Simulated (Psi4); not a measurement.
# wB97X/def2-SVP (core potential) run of WCl4O (SMILES O=[W](Cl)(Cl)(Cl)Cl)

What is the energy change on altering one bond length of WCl4O at wB97X/def2-SVP (core potential)? 

The calculation is run with Psi4 1.11.

2 further runs of the same task are left out: 2 set aside as unsound or not needed.

### 1 The molecule

WCl4O: 6 atoms, total charge 0, spin state singlet. SMILES: `O=[W](Cl)(Cl)(Cl)Cl`. The shape is that of a PBE0-D4/def2-TZVP optimisation.

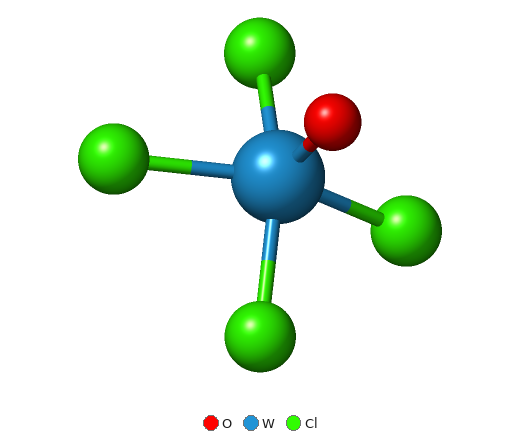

The structure, seen from a chosen angle (oxygen red, tungsten blue, chlorine green).

### 2 Energy and gradient at wB97X/def2-SVP (core potential)

input.in

```
memory 2200 mb

molecule molecule1 {
  0 1
  O     -0.010050    -1.747150     0.186510
  W     -0.000510    -0.089070     0.009510
  Cl     1.915280     0.567920     1.072290
  Cl    -1.910010     0.350500    -1.170330
  Cl     1.129180     0.249450    -1.950250
  Cl    -1.123900     0.668360     1.852270
  units angstrom
  symmetry c1
  no_reorient
  no_com
}

set basis def2-SVP
set puream true
set e_convergence 1e-09
set d_convergence 1e-08
set scf_type pk
set dft_radial_points 99
set dft_spherical_points 590

E, wfn = gradient("wb97x", return_wfn=True)
oeprop(wfn, "WIBERG_LOWDIN_INDICES", "MULLIKEN_CHARGES", "DIPOLE", title="WB97X")
print_variables()
```

Launch:

```console
$ psi4 input.in input.out -n 1
```

input.out:

```text
[...]
    !!!  WARNING: ECP capability is in beta. Please check occupations closely.  !!!
[...]
  Running in c1 symmetry.
[...]
  Nuclear repulsion =  611.276188558366357
[...]
  Multiplicity = 1
[...]
  Nalpha       = 45
  Nbeta        = 45
[...]
    Number of basis functions: 118
[...]
   @RKS iter   1: -1981.98612225000534   -2.95080e-01   1.01734e-02 ADIIS/DIIS
[...]
   @RKS iter  14: -1982.68525107958203   -4.61569e-11   9.42506e-09 DIIS
[...]
  @RKS Final Energy: -1982.68525107958203
   => Energetics <=
    Nuclear Repulsion Energy =            611.2761885583663570
    One-Electron Energy =               -3975.1756550059053552
    Two-Electron Energy =                1478.5452818446099172
    DFT Exchange-Correlation Energy =     -97.3310664766529356
    Empirical Dispersion Energy =           0.0000000000000000
    VV10 Nonlocal Energy =                  0.0000000000000000
    Total Energy =                      -1982.6852510795820308
[...]
  -Total Gradient:
     Atom            X                  Y                   Z
    ------   -----------------  -----------------  -----------------
       1       -0.000065225985    -0.011284473925     0.001203645059
       2        0.000128548885     0.021816890618    -0.002327158415
       3       -0.003959432503    -0.001817538937    -0.002141669707
       4        0.003938147883    -0.001369371039     0.002480622822
       5       -0.002330532938    -0.001161901302     0.004094817490
       6        0.002312370073    -0.002025857962    -0.003754088359
[...]
 Multipole Moments:
 ------------------------------------------------------------------------------------
     Multipole            Electronic (a.u.)      Nuclear  (a.u.)        Total (a.u.)
 ------------------------------------------------------------------------------------
 L = 1.  Multiply by 2.5417464519 to convert [e a0] to [Debye]
 Dipole X            :         -0.1724989            0.1734958            0.0009968
 Dipole Y            :        -30.0528233           30.2199900            0.1671666
 Dipole Z            :          3.2081474           -3.2259893           -0.0178418
 Magnitude           :                                                    0.1681190
[...]
  Mulliken Charges: (a.u.)
   Center  Symbol    Alpha    Beta     Spin     Total
       1     O     4.09285  4.09285  0.00000 -0.18571
       2     W     6.50454  6.50454  0.00000  0.99092
       3    CL     8.60065  8.60065  0.00000 -0.20129
       4    CL     8.60065  8.60065  0.00000 -0.20130
       5    CL     8.60065  8.60065  0.00000 -0.20131
       6    CL     8.60066  8.60066  0.00000 -0.20131
   Total alpha = 45.00000, Total beta = 45.00000, Total charge = -0.00000
  Wiberg Bond Indices using Orthogonal Lowdin Orbitals:
[...]
```

It took 50 s on 1 thread of AMD EPYC 7R43 (Zen 3), shared host; peak memory 0.86 GiB.

### 3 The distorted shape: a single-point energy at wB97X/def2-SVP (core potential)

calc.dat

```
memory 2200 mb

molecule m {
  0 1
  O     -0.011481    -1.995905     0.213065
  W     -0.000510    -0.089070     0.009510
  Cl     1.915280     0.567920     1.072290
  Cl    -1.910010     0.350500    -1.170330
  Cl     1.129180     0.249450    -1.950250
  Cl    -1.123900     0.668360     1.852270
  symmetry c1
  no_reorient
  no_com
}

set basis def2-SVP
set puream true
set e_convergence 1e-09
set d_convergence 1e-08
set scf_type pk
set dft_radial_points 99
set dft_spherical_points 590

e, wfn = energy('wb97x', return_wfn=True)
```

Launch:

```console
$ psi4 calc.dat calc.out -n 1
```

calc.out:

```text
[...]
    !!!  WARNING: ECP capability is in beta. Please check occupations closely.  !!!
[...]
  Running in c1 symmetry.
[...]
  Nuclear repulsion =  601.623361978275398
[...]
  Multiplicity = 1
[...]
  Nalpha       = 45
  Nbeta        = 45
[...]
    Number of basis functions: 118
[...]
   @RKS iter   1: -1981.73490682576880   -1.68111e-01   1.10010e-02 DIIS/ADIIS
[...]
   @RKS iter  17: -1982.63118514057328   -7.95808e-12   6.37692e-09 DIIS
[...]
    Orbital Energies [Eh]
    ---------------------
    Doubly Occupied:
       1A   -101.512690     2A   -101.512673     3A   -101.512661
       4A   -101.512653     5A    -19.285426     6A     -9.586382
       7A     -9.586369     8A     -9.586361     9A     -9.586359
      10A     -7.351049    11A     -7.351025    12A     -7.351016
      13A     -7.351009    14A     -7.346242    15A     -7.346238
      16A     -7.346233    17A     -7.346230    18A     -7.345880
      19A     -7.345868    20A     -7.345860    21A     -7.345856
      22A     -3.297614    23A     -1.934926    24A     -1.934925
      25A     -1.928075    26A     -1.058521    27A     -1.000282
      28A     -0.975605    29A     -0.969166    30A     -0.969156
      31A     -0.583470    32A     -0.580767    33A     -0.561597
      34A     -0.549907    35A     -0.549901    36A     -0.535807
[...]
  @RKS Final Energy: -1982.63118514057328
   => Energetics <=
    Nuclear Repulsion Energy =            601.6233619782753976
    One-Electron Energy =               -3955.7513050062702860
    Two-Electron Energy =                1468.7095648987351524
    DFT Exchange-Correlation Energy =     -97.2128070113138136
    Empirical Dispersion Energy =           0.0000000000000000
    VV10 Nonlocal Energy =                  0.0000000000000000
    Total Energy =                      -1982.6311851405732796
[...]
 Multipole Moments:
 ------------------------------------------------------------------------------------
     Multipole            Electronic (a.u.)      Nuclear  (a.u.)        Total (a.u.)
 ------------------------------------------------------------------------------------
 L = 1.  Multiply by 2.5417464519 to convert [e a0] to [Debye]
 Dipole X            :         -0.1478964            0.1518622            0.0039658
 Dipole Y            :        -25.7758102           26.4593594            0.6835492
 Dipole Z            :          2.7515699           -2.8245358           -0.0729659
 Magnitude           :                                                    0.6874440
[...]
```

Run time: 32 s. Hardware: 1 thread of AMD EPYC 7R43 (Zen 3), shared host; peak memory 0.86 GiB.

### 4 What came out

Level: wB97X/def2-SVP (core potential).

| quantity | value |
| --- | --- |
| first shape: total energy | -1982.68525 Eh |
| first shape: dipole moment | 0.43 D |
| first shape: HOMO energy | -11.33 eV |
| first shape: LUMO energy | -3.15 eV |
| first shape: HOMO–LUMO gap | 8.18 eV |
| distorted shape: total energy | -1982.63119 Eh |
| distorted shape: dipole moment | 1.75 D |
| distorted shape: HOMO energy | -11.55 eV |
| distorted shape: LUMO energy | -3.34 eV |
| distorted shape: HOMO–LUMO gap | 8.20 eV |
| energy change with the O1–W2 bond stretched from 1.668 to 1.918 Å | 1.471 eV |

**Reading.** With the O1–W2 bond stretched from 1.668 to 1.918 Å the energy rises by 1.47 eV (142 kJ/mol). The first shape isn't relaxed at this level, so the change isn't measured from a minimum.
